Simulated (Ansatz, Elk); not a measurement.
## Bonding as seen by X-rays: CrCu4Te2S

Structure refinements treat a crystal as free atoms side by side. For a made-up structure of CrCu4Te2S (cell and positions from a PBEsol relaxation) the runs below show what the calculated density changes in F(hkl).

Main program and level: Elk 11.2.3 (patched build); DFT, PBE, all-electron APW+lo, Dirac cores, scalar-relativistic bands, static density, ferromagnetic start.

The structure was built from a prototype and need not be the compound's stable phase.

### 1. Starting point

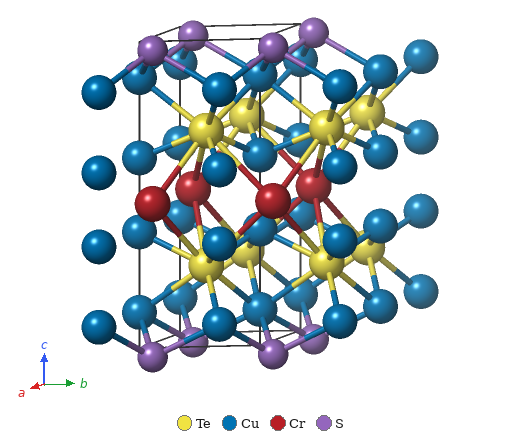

The cell as given, slightly off an axis (tellurium yellow, copper blue, chromium red, sulfur purple). 2×2×1 cells are drawn. Bonds to atoms that aren't drawn are left out. Some periodic images of atoms are drawn too.

Structure file:

```cif
data_structure
_symmetry_space_group_name_H-M 'P 1'
_symmetry_Int_Tables_number 1
_cell_length_a 3.9662
_cell_length_b 3.9662
_cell_length_c 9.9927
_cell_angle_alpha 90.000
_cell_angle_beta 90.000
_cell_angle_gamma 120.000
_cell_volume 136.14
loop_
_atom_site_label
_atom_site_type_symbol
_atom_site_fract_x
_atom_site_fract_y
_atom_site_fract_z
_atom_site_occupancy
Te1 Te 0.33333 0.66667 0.71973 1
Te2 Te 0.33333 0.66667 0.28027 1
Cu3 Cu 0.00000 0.00000 0.88313 1
Cu4 Cu 0.00000 0.00000 0.37927 1
Cu5 Cu 0.00000 0.00000 0.62073 1
Cu6 Cu 0.00000 0.00000 0.11687 1
Cr7 Cr 0.66667 0.33333 0.50000 1
S8 S 0.66667 0.33333 0.00000 1
```

### 2. Ground state and structure factors

An all-electron density is needed, since X-rays see the cores too. Task 0 finds the density and task 195 Fourier-transforms it; tshift is off so that phases refer to the origin typed.

File elk.in:

```
tasks
  0
  195
  196

xctype
  20

spinpol
  .true.

rgkmax
  7.0

gmaxvr
  14.0

lmaxo
  7

lmaxapw
  8

swidth
  0.002

tshift
  .false.

ramdisk
  .false.

hmaxvr
  5.5

maxscl
  120

epspot
  1e-06

reducebf
  0.8

sppath
  './'

avec
  7.49509145206 0.00000000000 0.00000000000
  -3.74754572603 6.49093960117 -0.00000000000
  0.00000000000 0.00000000000 18.88351948877

atoms
  4
  'Te.in'
  2
  0.3333333333 0.6666666667 0.7197328633   0.000000 0.000000 0.000000
  0.3333333333 0.6666666667 0.2802671367   0.000000 0.000000 0.000000
  'Cu.in'
  4
  0.0000000000 -0.0000000000 0.8831338044   0.000000 0.000000 0.000000
  0.0000000000 0.0000000000 0.3792698324   0.000000 0.000000 0.000000
  -0.0000000000 -0.0000000000 0.6207301676   0.000000 0.000000 0.000000
  -0.0000000000 -0.0000000000 0.1168661956   0.000000 0.000000 0.000000
  'Cr.in'
  1
  0.6666666667 0.3333333333 0.5000000000   0.000000 0.000000 -0.155000
  'S.in'
  1
  0.6666666667 0.3333333333 0.0000000000   0.000000 0.000000 0.000000

ngridk
  6 6 2
```

Started as:

```bash
$ OMP_NUM_THREADS=4 elk
```

Numbers of over 12 decimals in the logs are rounded to 6 here.

Output:

```text
┌─────────────────────────┐
│ Elk code version 11.2.3 │
└─────────────────────────┘

All units are atomic (Hartree, Bohr, etc.)

┌─────────────────────────────────────────────────┐
│ Ground-state run starting from atomic densities │
└─────────────────────────────────────────────────┘

Lattice vectors :
   7.495091452       0.000000000       0.000000000
  -3.747545726       6.490939601      -0.000000000
   0.000000000       0.000000000       18.88351949

Reciprocal lattice vectors :
  0.8383066901      0.4839965932      -0.000000000
   0.000000000      0.9679931864       0.000000000
  -0.000000000       0.000000000      0.3327338058

Unit cell volume      :    918.6867340
Brillouin zone volume :   0.2700052197

Muffin-tin inner radius fraction :   0.1000000000E-01

Nuclei treated as point charges

Species : 1 (Te)
 parameters loaded from : Te.in
 name : tellurium
 nuclear charge    :   -52.00000000
 electronic charge :    52.00000000
 atomic mass :    232600.5708
 muffin-tin radius :    2.535854067
 number of radial points in muffin-tin :   1193
 inner part over the whole radius :   0.9929626691E-02
 number on inner part of muffin-tin    :    850
 approximate nuclear radius :   0.8944870508E-04
 number of mesh points to nuclear radius :    431
 atomic positions (lattice), magnetic fields (Cartesian) :
  1 :   0.33333333  0.66666667  0.71973286    0.00000000  0.00000000  0.00000000
  2 :   0.33333333  0.66666667  0.28026714    0.00000000  0.00000000  0.00000000

Species : 2 (Cu)
 parameters loaded from : Cu.in
 name : copper
 nuclear charge    :   -29.00000000
 electronic charge :    29.00000000
 atomic mass :    115837.2717
 muffin-tin radius :    2.128015663
 number of radial points in muffin-tin :    993
 inner part over the whole radius :   0.9933046923E-02
 number on inner part of muffin-tin    :    699
 approximate nuclear radius :   0.7406004541E-04
 number of mesh points to nuclear radius :    339
 atomic positions (lattice), magnetic fields (Cartesian) :
  1 :   0.00000000  0.00000000  0.88313380    0.00000000  0.00000000  0.00000000
  2 :   0.00000000  0.00000000  0.37926983    0.00000000  0.00000000  0.00000000
  3 :   0.00000000  0.00000000  0.62073017    0.00000000  0.00000000  0.00000000
  4 :   0.00000000  0.00000000  0.11686620    0.00000000  0.00000000  0.00000000

Species : 3 (Cr)
 parameters loaded from : Cr.in
 name : chromium
 nuclear charge    :   -24.00000000
 electronic charge :    24.00000000
 atomic mass :    94783.09202
 muffin-tin radius :    2.400000000
 number of radial points in muffin-tin :    993
 inner part over the whole radius :   0.9857795597E-02
 number on inner part of muffin-tin    :    699
 approximate nuclear radius :   0.6987106690E-04
 number of mesh points to nuclear radius :    328
 atomic positions (lattice), magnetic fields (Cartesian) :
  1 :   0.66666667  0.33333333  0.50000000    0.00000000  0.00000000 -0.15500000

Species : 4 (S)
 parameters loaded from : S.in
 name : sulphur
 nuclear charge    :   -16.00000000
 electronic charge :    16.00000000
 atomic mass :    58450.91931
 muffin-tin radius :    2.200000000
 number of radial points in muffin-tin :    793
 inner part over the whole radius :   0.9890556315E-02
 number on inner part of muffin-tin    :    554
 approximate nuclear radius :   0.6195814986E-04
 number of mesh points to nuclear radius :    251
 atomic positions (lattice), magnetic fields (Cartesian) :
  1 :   0.66666667  0.33333333  0.00000000    0.00000000  0.00000000  0.00000000

Total number of atoms per unit cell :    8
Total muffin-tin volume :    400.5838852
 ratio of muffin-tin to unit cell volume :   0.4360396970

Spin treatment :
 spin-polarised
 global magnetic field (Cartesian) :    0.000000000       0.000000000       0.000000000
 collinear magnetisation in z-direction

Number of Bravais lattice symmetries :   24
Number of crystal symmetries         :   12
Crystal has no inversion symmetry
Complex Hermitian eigensolver will be used

[...]
└──────────────────┘

Energies :
 Fermi                       :     0.274550
 sum of occupied eigenvalues :     -12874.816798153
 electron kinetic            :      22573.567282639
 core electron kinetic       :      21385.235778556
 Coulomb                     :     -43539.909717530
 Coulomb potential           :     -34540.075661128
 nuclear-nuclear             :     -2541.5652356200
 electron-nuclear            :     -47522.494324803
 Hartree                     :      6524.1498428931
 Madelung                    :     -26269.871886966
 xc potential                :     -908.11002937793
 xc effective B-field        :    -0.198382
 external B-field            :      0.000000
 exchange                    :     -684.60069334419
 correlation                 :     -12.964994392108
 electron entropic           :    -0.10928335951546E-02
 total energy                :     -21663.909215461
 (external B-field energy excluded from total)

Density of states at Fermi energy :    85.23249060
 (states/Hartree/unit cell)

Estimated indirect band gap :   0.4955675544E-03
 from k-point 17 to k-point 14
Estimated direct band gap   :   0.3510588150E-02
 at k-point 16

Charges :
 core                        :    140.0000000
 valence                     :    120.0000000
 interstitial                :    12.57455342
 muffin-tins (core leakage)
  species : 1 (Te)
[...]
species : 2 (Cu)
[...]
species : 3 (Cr)
[...]
species : 4 (S)
[...]
total in muffin-tins        :    247.4254466
 total calculated charge     :    259.9956655
 total charge                :    260.0000000
 error                       :   0.4334535208E-02

Moments :
 interstitial                :   0.1554024303
 muffin-tins
  species : 1 (Te)
[...]
species : 2 (Cu)
[...]
species : 3 (Cr)
[...]
species : 4 (S)
[...]
total in muffin-tins        :    2.775244149
 total moment                :    2.930646579

RMS change in Kohn-Sham potential (target) :   0.5659572226E-06 (  0.1000000000E-05)
Absolute change in total energy (target)   :   0.1440988490E-04 (  0.1000000000E-03)

Convergence targets achieved

┌──────────────────┐
│ Loop number : 26 │
└──────────────────┘

Energies :
 Fermi                       :     0.274550
 sum of occupied eigenvalues :     -12874.816817173
 electron kinetic            :      22573.567312631
 core electron kinetic       :      21385.235770992
 Coulomb                     :     -43539.909767361
 Coulomb potential           :     -34540.075651600
 nuclear-nuclear             :     -2541.5652356200
 electron-nuclear            :     -47522.494434030
 Hartree                     :      6524.1499022887
 Madelung                    :     -26269.871941562
 xc potential                :     -908.11008848494
 xc effective B-field        :    -0.198381
 external B-field            :      0.000000
 exchange                    :     -684.60069736768
 correlation                 :     -12.964994417052
 electron entropic           :    -0.10928357745665E-02
 total energy                :     -21663.909239351
 (external B-field energy excluded from total)

Density of states at Fermi energy :    85.23274585
 (states/Hartree/unit cell)

Estimated indirect band gap :   0.4957284926E-03
 from k-point 17 to k-point 14
Estimated direct band gap   :   0.3510353783E-02
 at k-point 16

Charges :
 core                        :    140.0000000
 valence                     :    120.0000000
 interstitial                :    12.57455246
 muffin-tins (core leakage)
  species : 1 (Te)
[...]
species : 2 (Cu)
[...]
atom 4                    :    27.57330270     (  0.7177623583E-03)
  species : 3 (Cr)
   atom 1                    :    22.59522547     ( -0.2234882999E-06)
  species : 4 (S)
   atom 1                    :    14.43145625     (  0.6871887236E-04)
 total in muffin-tins        :    247.4254475
 total calculated charge     :    259.9956655
 total charge                :    260.0000000
 error                       :   0.4334534565E-02

Moments :
 interstitial                :   0.1554066617
 muffin-tins
  species : 1 (Te)
[...]
species : 2 (Cu)
[...]
atom 4                    :  -0.7344831086E-01
  species : 3 (Cr)
   atom 1                    :    3.244230633
  species : 4 (S)
   atom 1                    :  -0.9865568031E-01
 total in muffin-tins        :    2.775232229
 total moment                :    2.930638891

┌──────────────────────────────┐
│ Self-consistent loop stopped │
└──────────────────────────────┘

Warning : core states of species 1 leak from the muffin-tin :   0.5751132194E-03

Warning : core states of species 2 leak from the muffin-tin :   0.7182598466E-03

Wrote STATE.OUT
```

It took 14 min on 4 threads of Arm Neoverse V1, shared host; peak memory 0.71 GiB.

SFACRHO.OUT:

```text

h k l indices transformed by vhmat matrix:
   1.000000000       0.000000000       0.000000000    
   0.000000000       1.000000000       0.000000000    
   0.000000000       0.000000000       1.000000000    

      h      k      l  multipl.   |H|            Re(F)            Im(F)           |F|

      0      0      0      1   0.0000000       260.00000      0.14667311E-15   260.00000    
      0      0      1      2  0.33273381      -26.146651      0.25318893E-13   26.146651    
      0      0      2      2  0.66546761      -44.917218     -0.31773515E-13   44.917218    
     -1      1      0      3  0.96799319       39.941595       49.799302       63.838088    
     -1      0      0      3  0.96799319       39.941595      -49.799302       63.838088    
      0      0      3      2  0.99820142       44.164327     -0.87163680E-13   44.164327    
      1      0     -1      6   1.0235832       12.748601      -8.4878031       15.315666    
      0      1     -1      6   1.0235832       12.748601       8.4878031       15.315666    
      0      1      2      6   1.1746736       32.221299       95.961473       101.22656    
      1      0     -2      6   1.1746736       32.221299      -95.961473       101.22656    
      0      0      4      2   1.3309352      -2.2403787      0.44224984E-14   2.2403787    
      1      0     -3      6   1.3904736      -16.238954       44.276846       47.160817    
      0      1      3      6   1.3904736      -16.238954      -44.276846       47.160817    
     -1      1     -4      6   1.6457215      -125.92398       25.926773       128.56534    
      0      1      4      6   1.6457215      -125.92398      -25.926773       128.56534    
      0      0     -5      2   1.6636690      -72.358157      0.19749122E-12   72.358157    
      1      1      0      6   1.6766134       188.37581      0.63416630E-13   188.37581    
     -2      1     -1     12   1.7093110      -19.955772     -0.50859121E-08   19.955772
```

Elk indexes on the primitive cell of elk.in and gives |H| = 4π sin θ/λ in inverse bohr. Below, one row stands for each form hkl of the conventional cell (m members, Friedel mates merged), F is for one primitive cell and the density is static (no thermal factor). Free-atom factors are Waasmaier and Kirfel's, and R is Σm||F|−|F'||/Σm|F|.

```
hkl   m  sin θ/λ (Å⁻¹)  abs F, DFT  neutral atoms   diff.  abs of complex diff.
001   2          0.050      26.147         26.155  -0.008                 0.008
002   2          0.100      44.917         45.059  -0.142                 0.142
100   6          0.146      63.838         64.106  -0.268                 0.552
003   2          0.150      44.164         43.897  +0.267                 0.267
101  12          0.154      15.316         15.330  -0.014                 0.387
102  12          0.177     101.227        101.275  -0.048                 0.070
004   2          0.200       2.240          3.232  -0.992                 0.992
103  12          0.209      47.161         47.329  -0.168                 0.369
104  12          0.247     128.565        130.010  -1.445                 1.545
005   2          0.250      72.358         72.551  -0.193                 0.193
110   6          0.252     188.376        190.024  -1.648                 1.648
111  12          0.257      19.956         20.322  -0.366                 0.366
112  12          0.271      38.111         37.852  +0.260                 0.260
105  12          0.289      55.212         55.265  -0.053                 0.120
200   6          0.291      52.247         52.926  -0.679                 1.231
113  12          0.293      35.478         35.603  -0.125                 0.125
201  12          0.295      12.525         12.472  +0.053                 0.055
006   2          0.300      24.317         24.427  -0.111                 0.111
202  12          0.308      82.324         82.556  -0.232                 0.243
114  12          0.322       0.808          1.639  -0.831                 0.831
203  12          0.328      39.742         39.733  +0.009                 0.102
106  12          0.334      46.472         46.585  -0.113                 0.234
```

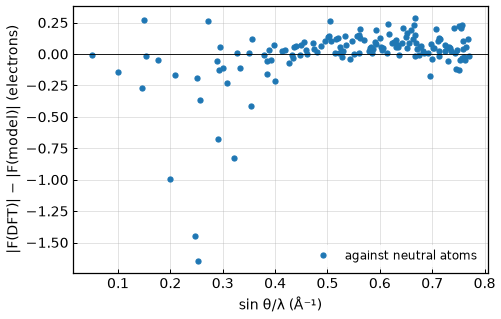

Difference between the calculated structure factors and the independent-atom ones.

### 3. The magnetisation density

The same run holds the spin density, and task 196 transforms it. The order is that of the start, and no other was tried.

SFACMAG_1.OUT:

```text

h k l indices transformed by vhmat matrix:
   1.000000000       0.000000000       0.000000000    
   0.000000000       1.000000000       0.000000000    
   0.000000000       0.000000000       1.000000000    

      h      k      l  multipl.   |H|            Re(F)            Im(F)           |F|

      0      0      0      1   0.0000000       2.9306390     -0.18106190E-16   2.9306390    
      0      0      1      2  0.33273381      -3.4895126     -0.10085113E-14   3.4895126    
      0      0      2      2  0.66546761       2.9721613      0.16035931E-14   2.9721613    
     -1      1      0      3  0.96799319      -1.3277170      -2.3174111       2.6708101    
     -1      0      0      3  0.96799319      -1.3277170       2.3174111       2.6708101    
      0      0      3      2  0.99820142      -2.4393421     -0.29744967E-14   2.4393421    
      1      0     -1      6   1.0235832       1.2058012       2.2616987       2.5630524    
      0      1     -1      6   1.0235832       1.2058012      -2.2616987       2.5630524    
      0      1      2      6   1.1746736      -1.1943142       1.8286263       2.1840926    
      1      0     -2      6   1.1746736      -1.1943142      -1.8286263       2.1840926    
      0      0      4      2   1.3309352       2.0147076      0.28195672E-14   2.0147076    
      1      0     -3      6   1.3904736       1.0837641       1.6365164       1.9628374    
      0      1      3      6   1.3904736       1.0837641      -1.6365164       1.9628374    
     -1      1     -4      6   1.6457215     -0.69575250      -1.2749971       1.4524769    
      0      1      4      6   1.6457215     -0.69575250       1.2749971       1.4524769    
      0      0     -5      2   1.6636690      -1.3880349      0.14789826E-14   1.3880349
```

The total moment is 2.93 μB a cell; sphere moments: Te1 -0.11, Te2 -0.11, Cu3 -0.07, Cu4 0.00, Cu5 0.00, Cu6 -0.07, Cr7 +3.24, S8 -0.10 μB. Polarised neutrons measure spin and orbital magnetisation together; without spin-orbit coupling the run gives the spin part:

```
hkl  sin θ/λ (Å⁻¹)  abs F_M (μB)
001          0.050         3.490
002          0.100         2.972
100          0.146         2.671
003          0.150         2.439
101          0.154         2.563
102          0.177         2.184
004          0.200         2.015
103          0.209         1.963
104          0.247         1.453
005          0.250         1.388
110          0.252         1.421
111          0.257         1.642
112          0.271         1.312
105          0.289         1.222
```

### 4. The highest occupied states alone

An energy window below the Fermi level keeps the highest occupied states, to see at which angles they scatter; shallow core shells can lie inside it and anion s states outside. No new self-consistency is needed.

Changes to elk.in since step 2:

```diff
@@ -1,5 +1,3 @@
 tasks
-  0
   195
-  196
 
@@ -44,2 +42,5 @@
 
+wsfac
+  -0.276690 0.574550
+
 sppath
```

Started as:

```bash
$ OMP_NUM_THREADS=4 elk
```

Output:

```text
┌─────────────────────────────────┐
│ Elk code version 11.2.3 started │
└─────────────────────────────────┘

Info(readinput): the functional depends on the density's gradient
 muffin-tin radial points multiplied by    2.00000
 (not where nrmtscf is given)

┌────────────────────┐
│ Current task : 195 │
└────────────────────┘
Info(checkmt): changed muffin-tin radius of species 1 (Te) from   2.6000 to   2.5359
Info(checkmt): changed muffin-tin radius of species 2 (Cu) from   2.4000 to   2.1280

Info(sfacrho): density structure factors written to SFACRHO.OUT

 Energy window :  -0.2766900000      0.5745500000

┌──────────────────┐
│ Elk code stopped │
└──────────────────┘
```

Elapsed: 31 s, on 4 threads; peak memory 0.43 GiB.

States within 15 eV below the Fermi level hold 68.00 electrons; any levels below the window count with the cores. Their amplitudes can exceed the total, where window and core parts have opposite phase:

```
hkl  sin θ/λ (Å⁻¹)  abs F, window  abs F, all
001          0.050          1.603      26.147
002          0.100          5.296      44.917
100          0.146         27.734      63.838
003          0.150          2.634      44.164
101          0.154          0.753      15.316
102          0.177          6.237     101.227
004          0.200         21.629       2.240
103          0.209          1.256      47.161
104          0.247         23.638     128.565
005          0.250          1.729      72.358
```

(Part 1 of 2 ends here.)

[Logs are printed without paths, hosts, clocks, repeated set-up lines and the standing remarks that a program may print on its own settings, such as how far it seeks lower states.]

[Hosts, paths, dates, database ids (printed as entryN), source tags and the programs' standing remarks are cut or masked in the printed files.]
